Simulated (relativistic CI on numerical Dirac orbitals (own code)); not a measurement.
**Ba XXVII (Ba²⁶⁺): levels and lines**

The task is the spectrum of Ba²⁶⁺: levels, purity of their labels, lifetimes and lines; runs with one setting changed show what the result hangs on.

Program: relativistic CI on numerical Dirac orbitals (own code) version 4. Level of theory: Dirac-Coulomb-Breit CI, KLI orbitals optimised for each configuration, model QED (radiative potential, 1s self-energy scaled to tabulated hydrogen-like ionisation energies). These are calculated values, not measurements, unless marked.

**1. The atom as given**

* ion: Ba²⁶⁺ (Ba XXVII)
* nuclear charge: 56
* electrons: 30
* isotope: A = 138
* first configuration typed: [Ar] 3d10 4s2

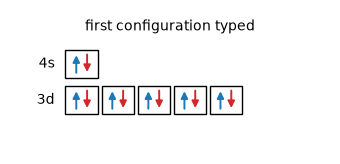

Outer shells as boxes.

**2. Base run**

The run's settings:

```ini
atom Ba  Z=56  charge=26  electrons=30
nucleus A=138  rms_radius_fm=4.8378
hamiltonian dirac-coulomb  breit=on  qed=on  c_scale=1
orbitals kli  potential=per-configuration
slater_scale 1
correlation none
mixing on
configurations
  [Ar] 3d10 4s2
  [Ar] 3d10 4s 4p
  [Ar] 3d10 4p2
  [Ar] 3d10 4s 4d
  [Ar] 3d10 4d2
  [Ar] 3d10 4s 4f
  [Ar] 3d10 4p 4d
  [Ar] 3d10 4f2
  [Ar] 3d10 4p 4f
  [Ar] 3d10 4d 4f
  [Ar] 3d10 4s 5s
  [Ar] 3d10 4s 5p
  [Ar] 3d10 4s 5d
  [Ar] 3d10 4s 5f
  [Ar] 3d10 4s 5g
  [Ar] 3d10 4s 6s
  [Ar] 3d10 4s 6p
  [Ar] 3d10 4s 6d
  [Ar] 3d10 4s 6f
  [Ar] 3d10 4s 7s
  [Ar] 3d9 4s2 4p
  [Ar] 3d9 4s2 4d
  [Ar] 3d9 4s2 4f
  [Ar] 3d9 4s2 5s
  [Ar] 3d9 4s2 5p
  [Ar] 3d9 4s2 5d
end
```

Started as:

```
$ python run_levels.py task.json out
```

task.json lists these runs, among others, and the program works through them in turn.

**3. Without configuration mixing**

Settings: those of step 2 with these lines changed.

```diff
@@ -6,3 +6,3 @@
 correlation none
-mixing on
+mixing off
 configurations
```

**4. The first 3 configurations alone**

The run's settings:

```ini
atom Ba  Z=56  charge=26  electrons=30
nucleus A=138  rms_radius_fm=4.8378
hamiltonian dirac-coulomb  breit=on  qed=on  c_scale=1
orbitals kli  potential=per-configuration
slater_scale 1
correlation none
mixing on
configurations
  [Ar] 3d10 4s2
  [Ar] 3d10 4s 4p
  [Ar] 3d10 4p2
end
```

(Steps that only read results are left out.)

What does the calculation give? Wanted: lowest level; first excitation; lowest level of the other parity; fastest E1 line; ionisation energy.

The runs gave:

| run | time | mean size of shift, levels followed (cm⁻¹) | lowest level | ionisation energy (eV) |
| --- | --- | --- | --- | --- |
| main run | 1.2 s | 0 | 4s2 1S0 | 934.57 |
| without configuration mixing | 1.1 s | 10872 | 4s2 1S0 | - |
| the first 3 configurations alone | 0.072 s | 8811 | 4s2 1S0 | - |

The tabulated theoretical ionisation energy (NIST) is 935 eV.

| quantity | value |
| --- | --- |
| lowest level | 4s2 1S0 |
| first excitation | 4s 4p 3P°0, 398679 cm⁻¹ |
| lowest level of the other parity | 4s 4p 3P°0, 398679 cm⁻¹ |
| levels in the model | 202 |
| fastest E1 line (by rate) to the lowest level among the lowest 160 of 202 levels | 1.328 nm, from 3d9 4s2 4f 3D°1 |
| ionisation energy | 934.57 eV |
| ionisation energy, tabulated theoretical (NIST) | 935 eV |

In words: The lowest level is 4s2 1S0, 99 % pure in LS and 99 % in jj coupling; over the low levels the means are 88 and 93 %, so both schemes do about equally well. The ionisation energy agrees with the tabulated theoretical value within its uncertainty of 4 eV. The largest mover is «without configuration mixing» (10872 cm⁻¹ on average). Lifetimes count radiative decay inside the model alone.
